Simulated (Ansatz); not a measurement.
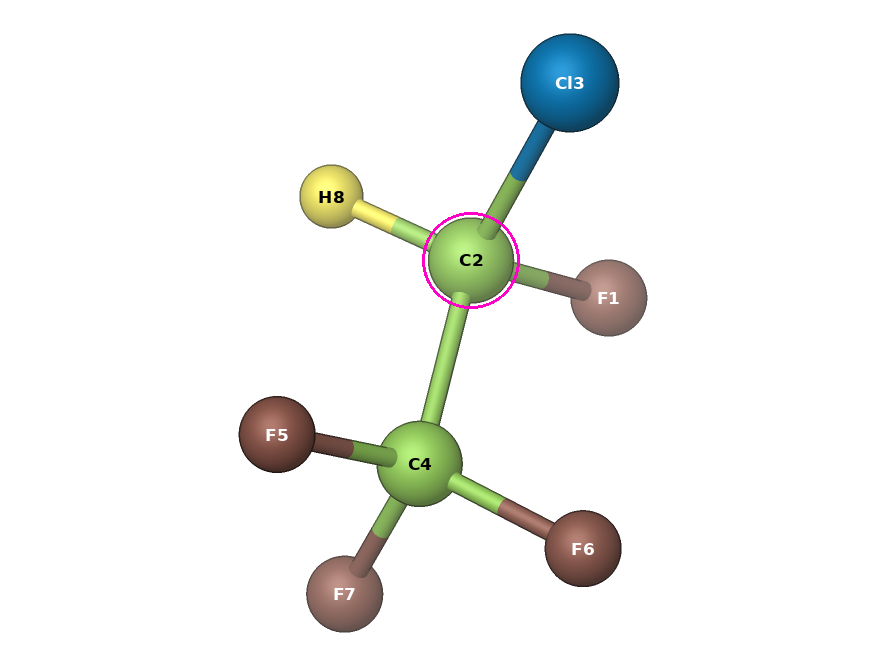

Distant atoms are faded towards the background colour. Circles mark the stereogenic atoms. The geometry was computed by an optimisation with PBE0-D4/def2-TZVP.

Question: Assign CIP descriptors.

Answer: C2: R (priorities Cl3 > F1 > C4 > H8).

Question: Give a SMILES with the stereochemistry.

Answer: F[C@H](Cl)C(F)(F)F
